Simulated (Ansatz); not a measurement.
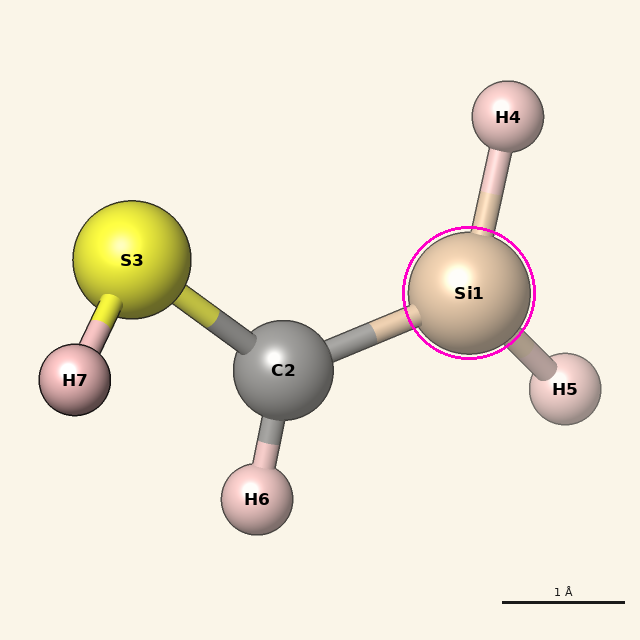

Orthographic view. Depth is shown by fading: the farther an atom, the more it takes the colour of the background. Computed geometry: PBE-D4/def2-SVP optimisation. No frequency run is at hand to confirm it as a minimum.

Which atoms are bonded to the circled atom?

The circled atom is Si1; it is bonded to C2, H4, H5.

Which atom is farthest from the viewer?

H5, 1.5 Å behind the mean position.

Which two atoms are farthest apart in space?

H5 and H7, 5.14 Å.

Which atom is nearest the viewer?

H7, 1.7 Å in front of the mean position.
